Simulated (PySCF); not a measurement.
**FCI/STO-3G run of H2NO (SMILES N[O])**

Aim: the vertical ionisation energy of H2NO at FCI/STO-3G, from 2 runs. 

The results are computed with PySCF 2.14.0.

12 further runs of the same task are left out: 3 that didn't finish, 9 set aside as unsound or not needed.

### 1 The system as given

The species is H2NO (4 atoms), meant as a doublet with charge 0. SMILES: `N[O]`. The coordinates come from a GFN2-xTB relaxation.

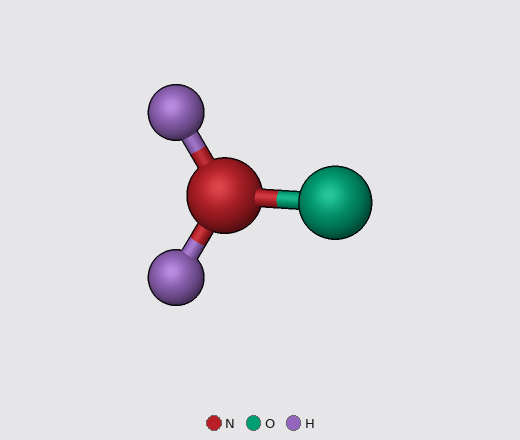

The structure, seen from a chosen angle (nitrogen red, oxygen teal, hydrogen purple).

### 2 A single-point energy at FCI/STO-3G

input.py

```python
# N[O]
from pyscf import gto, mcscf

molecule = gto.M(
    atom='''
N   -0.015110   0.041110  -0.107550
O    0.804330   0.357230   0.819800
H   -0.968410   0.390510  -0.050090
H    0.179190  -0.788850  -0.662160
''',
    basis='sto-3g',
    verbose=4,
    spin=1,
    charge=0,
    max_memory=1860,
)

mf = molecule.ROHF()
mf.conv_tol = 1e-10
mf.kernel()
if not mf.converged:
    mf = mf.newton().run(mf.mo_coeff, mf.mo_occ)

cas = mcscf.CASCI(mf, mf.mo_coeff.shape[-1] - 2, (molecule.nelec[0] - 2, molecule.nelec[1] - 2))  # full CI above the frozen core
cas.fix_spin_(ss=0.75)
cas.kernel()
e_tot = cas.e_tot
print('Final energy', e_tot)
```

Launch:

```
$ OMP_NUM_THREADS=1 python input.py
```

Output:

```text
PySCF version 2.14.0

[INPUT] num. atoms = 4
[INPUT] num. electrons = 17
[INPUT] charge = 0
[INPUT] spin (= nelec alpha-beta = 2S) = 1
[INPUT] symmetry False subgroup None
[INPUT] Mole.unit = angstrom
[INPUT] Symbol           X                Y                Z      unit          X                Y                Z       unit  Magmom
[INPUT]  1 N     -0.015110000000   0.041110000000  -0.107550000000 AA   -0.028553761742   0.077686640981  -0.203240044697 Bohr   0.0
[INPUT]  2 O      0.804330000000   0.357230000000   0.819800000000 AA    1.519963413771   0.675066863478   1.549197476918 Bohr   0.0
[INPUT]  3 H     -0.968410000000   0.390510000000  -0.050090000000 AA   -1.830029676290   0.737956948904  -0.094656381579 Bohr   0.0
[INPUT]  4 H      0.179190000000  -0.788850000000  -0.662160000000 AA    0.338620024261  -1.490710453363  -1.251301050642 Bohr   0.0

nuclear repulsion = 35.0747341277942
number of shells = 8
number of NR pGTOs = 36
number of NR cGTOs = 12
basis = sto-3g
ecp = {}

******** <class 'pyscf.scf.rohf.ROHF'> ********
method = ROHF
initial guess = minao
damping factor = 0
level_shift factor = 0
DIIS = <class 'pyscf.scf.diis.CDIIS'>
diis_start_cycle = 1
diis_space = 8
diis_damp = 0
SCF conv_tol = 1e-10
SCF conv_tol_grad = None
SCF max_cycles = 50
direct_scf = True
direct_scf_tol = 1e-13
num. doubly occ = 8  num. singly occ = 1
Set gradient conv threshold to 1e-05
init E= -128.771274803478
  HOMO = -0.0721599550127739  LUMO = 0.420408924305646  gap/eV = 13.40348
cycle= 1 E= -128.518950633629  delta_E= 0.252  |g|= 0.508  |ddm|= 1.86
  HOMO = 0.0715871177228675  LUMO = 0.453708887809294  gap/eV = 10.39806
cycle= 2 E= -128.633684133627  delta_E= -0.115  |g|= 0.342  |ddm|= 0.848
  HOMO = 0.0151157963899354  LUMO = 0.549983193009411  gap/eV = 14.55448
cycle= 3 E= -128.66529264606  delta_E= -0.0316  |g|= 0.0845  |ddm|= 0.257
  HOMO = 0.0149914713211398  LUMO = 0.5613298975088  gap/eV = 14.86663
cycle= 4 E= -128.671562148502  delta_E= -0.00627  |g|= 0.0477  |ddm|= 0.144
  HOMO = -0.00925306690468142  LUMO = 0.56894627282795  gap/eV = 15.73361
cycle= 5 E= -128.673450517183  delta_E= -0.00189  |g|= 0.0109  |ddm|= 0.11
  HOMO = -0.00683255022389628  LUMO = 0.569494577078635  gap/eV = 15.68266
cycle= 6 E= -128.67349974622  delta_E= -4.92e-05  |g|= 0.0013  |ddm|= 0.0138
  HOMO = -0.00645561967511787  LUMO = 0.569666593587444  gap/eV = 15.67708
cycle= 7 E= -128.673503704805  delta_E= -3.96e-06  |g|= 0.000152  |ddm|= 0.00593
  HOMO = -0.00679992085868419  LUMO = 0.569638250553953  gap/eV = 15.68568
cycle= 8 E= -128.673503723863  delta_E= -1.91e-08  |g|= 3.08e-05  |ddm|= 0.000372
  HOMO = -0.00679368560205618  LUMO = 0.569643011836701  gap/eV = 15.68564
cycle= 9 E= -128.673503724885  delta_E= -1.02e-09  |g|= 6.3e-06  |ddm|= 8.58e-05
  HOMO = -0.00679500005354616  LUMO = 0.569642461517618  gap/eV = 15.68566
cycle= 10 E= -128.673503724919  delta_E= -3.44e-11  |g|= 6.47e-07  |ddm|= 1.6e-05
  HOMO = -0.00679572304255449  LUMO = 0.569642538667718  gap/eV = 15.68568
Extra cycle  E= -128.673503724919  delta_E= -1.71e-13  |g|= 2.12e-07  |ddm|= 1e-06
converged SCF energy = -128.673503724919

******** <class 'pyscf.mcscf.casci.CASCI'> ********
CAS (7e+6e, 10o), ncore = 2, nvir = 0
natorb = False
canonicalization = True
sorting_mo_energy = False
******** <class 'pyscf.fci.addons.SpinPenaltyFCISolver'> ********
max. cycles = 200
conv_tol = 1e-08
davidson only = True
linear dependence = 1e-12
level shift = 0.001
max iter space = 12
nroots = 1
pspace_size = 400
spin = None
Density matrix diagonal elements [1.99283112 1.98726503 1.98025337 1.97071502 1.96912114 1.98779248
 1.02659807 0.02809066 0.02558339 0.03174973]
CASCI converged
CASCI E = -128.763473325129  E(CI) = -47.2326797100436  S^2 = 0.7500000
Final energy -128.76347332512853
```

Wall time 1.2 s (1 thread of Arm Neoverse V1, shared host); peak memory 0.12 GiB.

### 3 The singlet cation at the same level

run.py

```python
from pyscf import gto, mcscf
from pyscf import fci

mol = gto.M(
    atom='''
N       -0.015110       0.041110      -0.107550
O        0.804330       0.357230       0.819800
H       -0.968410       0.390510      -0.050090
H        0.179190      -0.788850      -0.662160
''',
    verbose=3,
    charge=1,
    max_memory=1860,
    basis='sto-3g',
)

mf = mol.RHF()
mf.conv_tol = 1e-10
mf.kernel()
if not mf.converged:
    mf = mf.newton().run(mf.mo_coeff, mf.mo_occ)

cas = mcscf.CASCI(mf, mf.mo_coeff.shape[-1] - 2, (mol.nelec[0] - 2, mol.nelec[1] - 2))  # full CI above the frozen core
cas.fcisolver = fci.direct_spin0.FCI(mol)  # even spin states alone
cas.kernel()
print('<S^2> = %.4f' % cas.fcisolver.spin_square(cas.ci, cas.ncas, cas.nelecas)[0])
etot = cas.e_tot
print('Final energy', etot)
```

Launch:

```
$ OMP_NUM_THREADS=1 python run.py
```

Output:

```text
converged SCF energy = -128.386268890567
CASCI E = -128.558058881000  E(CI) = -47.0264318681222  S^2 = 0.0000000
<S^2> = 0.0000
Final energy -128.55805888100042
```

Wall time 1.2 s (1 thread of Arm Neoverse V1, shared host); peak memory 0.12 GiB.

### 4 Summary of results

Level: FCI/STO-3G, 2 core orbitals frozen.

| quantity | value |
| --- | --- |
| doublet H2NO: total energy | -128.76347 Eh |
| doublet H2NO: dipole moment (Hartree–Fock density) | 1.82 D |
| doublet H2NO: correlation energy (2 core orbitals frozen) | -90.0 mEh |
| singlet cation: total energy | -128.55806 Eh |
| singlet cation: HOMO energy (Hartree–Fock orbitals) | -22.87 eV |
| singlet cation: LUMO energy (Hartree–Fock orbitals) | -6.40 eV |
| singlet cation: HOMO–LUMO gap (Hartree–Fock orbitals) | 16.47 eV |
| singlet cation: correlation energy (2 core orbitals frozen) | -171.8 mEh |
| vertical ionisation energy (to the singlet cation) | 5.590 eV |

Removing an electron at fixed nuclei costs 5.59 eV (129 kcal/mol). Only the singlet of the ionised species was computed; a triplet could lie lower. In a minimal basis such a difference can be off by several eV, whatever the method.
